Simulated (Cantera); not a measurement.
Charge: 1 mol V, 8.8 mol NH3, held at 0.0428 Torr.

Method: chemical equilibrium by Gibbs-energy minimisation in Cantera with the NASA 1993 tables (ideal gas, pure condensed phases). Candidate condensed phases: V, VN; 11 gas species. VN: taken at fixed stoichiometry. Condensed phases not in the tables: V2N, N, O or C dissolved in the metal. Rates play no part.

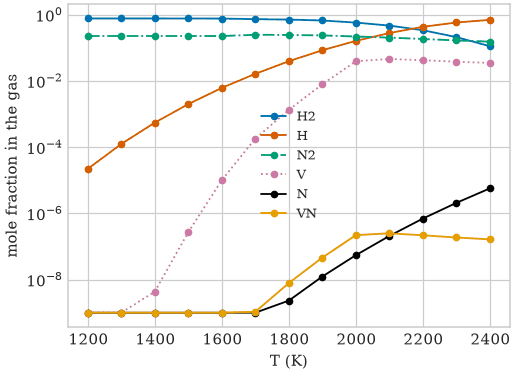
*Equilibrium gas composition (values under 1e-9 drawn at 1e-9)*

From 1198 K to 1598 K the condensed part is VN(s). From 1698 K to 1998 K the condensed part is V(s). From 2098 K to 2398 K nothing is condensed.
